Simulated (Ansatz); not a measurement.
## TiC (Fm-3m): the Drude term of Re ε in the infrared

Re ε of TiC (Fm-3m) at low photon energies is read from one computed spectrum; the carriers' damping was typed as γ = 0.05 eV.

The structure is cubic, space group Fm-3m (No. 225). Conventional cell: a = 4.319 Å, b = 4.319 Å, c = 4.319 Å, α = 90.00°, β = 90.00°, γ = 90.00°. Ti on site a is surrounded by 6 C at 2.16 Å. C on site b has 6 Ti at 2.16 Å as nearest neighbours.

Method: Ansatz 0.2.0, PBE, independent particles, k-mesh 18×18×18 with interpolation inside its cells, Gaussian parameter 0.1 eV.

Launch of the response step: `ansatz run input.yaml --threads 4 --pin off --max-ram 8192MiB --backend cpu --events-out ev --progress --plain --runs-dir out`. The run took 10 s, on 4 threads of Arm Neoverse V1 (shared host).

```tsv
photon energy E (eV)	wavelength (µm)	Re ε
0.25	4.96	-145.0
0.30	4.13	-94.3
0.35	3.54	?
0.40	3.10	-43.9
0.50	2.48	-19.7
0.60	2.07	-8.2
0.70	1.77	-3.2
```

A Drude term over a constant background gives Re ε = ε_b − ωp²/(E² + γ²), linear in 1/(E² + γ²).

Working, on the rows shown:

| x = 1/(E² + γ²) (eV⁻²) | y = Re ε |
| --- | --- |
| 15.3846 | -145 |
| 10.8108 | -94.3 |
| 6.15385 | -43.9 |
| 3.9604 | -19.7 |
| 2.75862 | -8.2 |
| 2.03046 | -3.2 |

Means: x̄ = 6.8498, ȳ = -52.383. Σ(x − x̄)(y − ȳ) = -1475, Σ(x − x̄)² = 137.3. Slope = -1475 / 137.3 = -10.74; intercept = ȳ − slope · x̄ = 21.169. The line misses the rows shown by at most 2.6.

Question: Predict the last column of the withheld row from the fit.

Answer: At x = 8 the line gives y = -64.734. The run gave -64.2, so the interpolation is off by 0.53, 0.4 % of the range in the table.

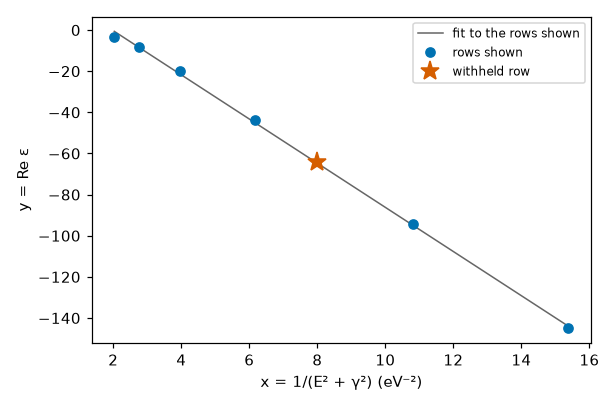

Refitted with all rows, the slope is -10.73 and the intercept 21.219. These give ωp = √(−slope) = 3.28 eV, against 3.64 eV from the program's Fermi-surface sum, and an intercept of 21.2. Taking the program's Drude term off the rows leaves 58 at the lowest energy and 24 at the highest, so the background isn't constant: interband transitions lie in or near the window, and neither fitted number can be trusted. The cell comes from an older database entry, whose edges can be off by a per cent or so. The values come from a sum over the points of one k-mesh and carry its error, which is largest for Fermi-surface quantities.

[Logs are printed without paths, hosts, clocks, repeated set-up lines and the standing remarks that a program may print on its own settings, such as how far it seeks lower states.]
